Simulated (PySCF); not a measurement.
**C3H7BFN (SMILES C=C(C)B(N)F): density, localisation and related maps**

```xyz
13

C    -0.6940   -1.7524    0.0476
C    -0.3118   -0.4781    0.0001
C    -1.3371    0.6215   -0.0673
B     1.2115   -0.0949    0.0173
N     1.6890    1.2091    0.0227
F     2.1390   -1.0670    0.0311
H     0.0283   -2.5496    0.0936
H    -1.7332   -2.0463    0.0410
H    -1.2222    1.2978    0.7790
H    -2.3471    0.2176   -0.0561
H    -1.2043    1.2016   -0.9798
H     2.6729    1.4168    0.0381
H     1.1047    2.0244    0.0149
```

Geometry: GFN2-xTB.

All numbers below come from PBE0/pcSseg-1, SCF density, gas phase, non-relativistic (PySCF 2.14.0).

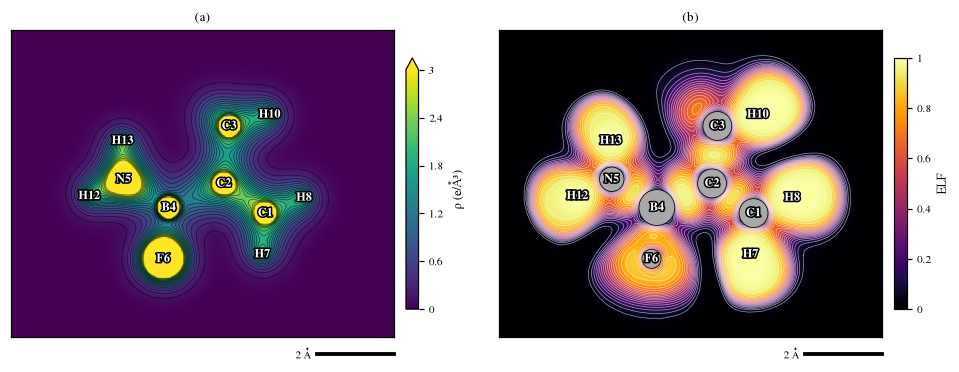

Figure 1. (a) electron density; (b) electron localisation function on the plane of atoms B4, N5 and H13. Grey discs cover the atomic cores in the ELF map.

What do the fields say about this system?

Atoms in the plane: C, B, N, F and H. C–C (1.33 Å): ρ at the midpoint is about 2.3 e/Å³; the ELF peaks at about 0.95 between the atoms; a multiple bond. B–F (1.34 Å): ρ at the midpoint is about 2.1 e/Å³; the ELF peaks at about 0.85 between the atoms; a shared but strongly polarised pair. B–N (1.39 Å): the density is about 2 e/Å³ at the midpoint; the ELF peaks at about 0.95 between the atoms; a short, strongly polar bond. C–B (1.57 Å): ρ at the midpoint is about 1.4 e/Å³; the ELF peaks at about 1 between the atoms, as expected for a covalent bond. N–H (1.00 Å): ρ at the midpoint is about 2.9 e/Å³; the ELF climbs to about 1 towards the hydrogen, as it does in any bond to H: a covalent bond by its length. The ELF also peaks beside F6, away from the bonds: lone-pair regions.

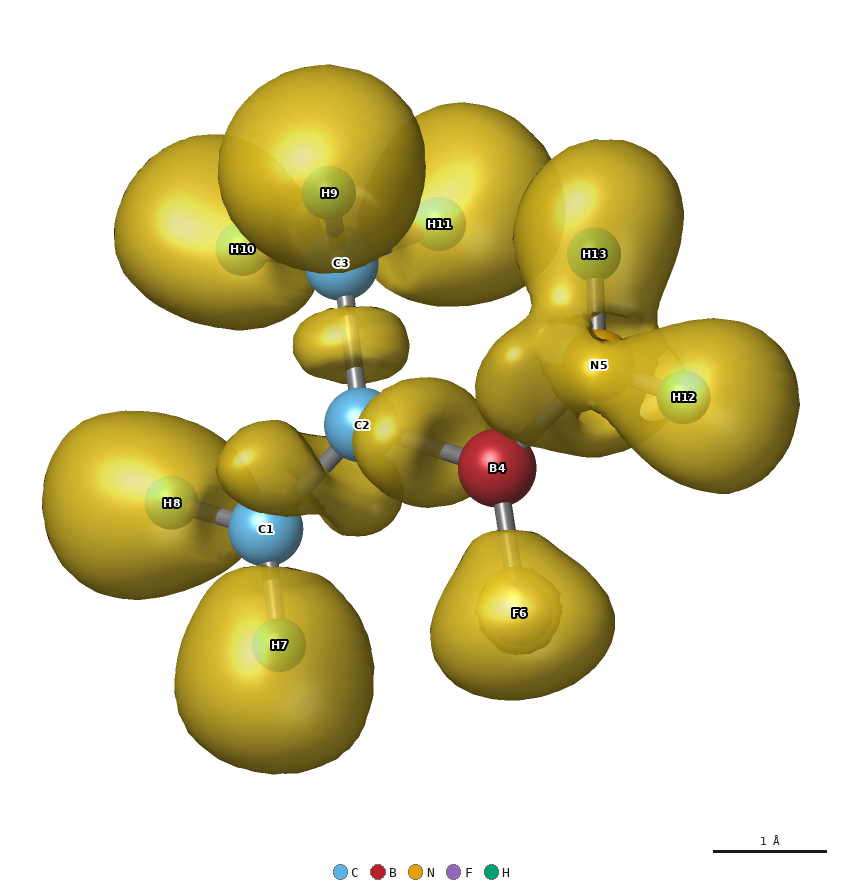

Figure 2. Isosurface of the ELF at 0.75 (yellow), seen at an oblique angle. Core shells and regions of very low density are left out.

Describe the localisation domains.

The ELF exceeds this value in one region between bonded B–C atoms (shared pairs), two regions between bonded C–C atoms (shared pairs), five regions around hydrogen nuclei, one region on F in which the atom's valence shell and bonds are merged and one joined region spread over several atoms (H, N), in which their bonds and any lone pairs are merged.

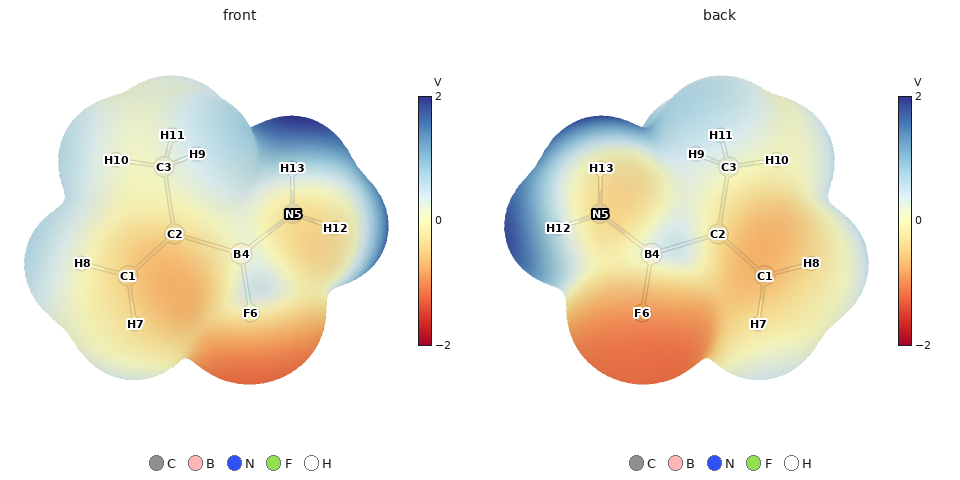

Figure 3. The molecular electrostatic potential painted on the density surface at 0.002 e/bohr³, seen from the front and from behind; red is negative and blue positive.

Describe the electrostatic potential map.

The most negative region (about −1.2 V) lies over F6, the most positive (about +1.9 V) over H13.

What dipole moment does the calculation give?

Its dipole moment is 2.36 D.
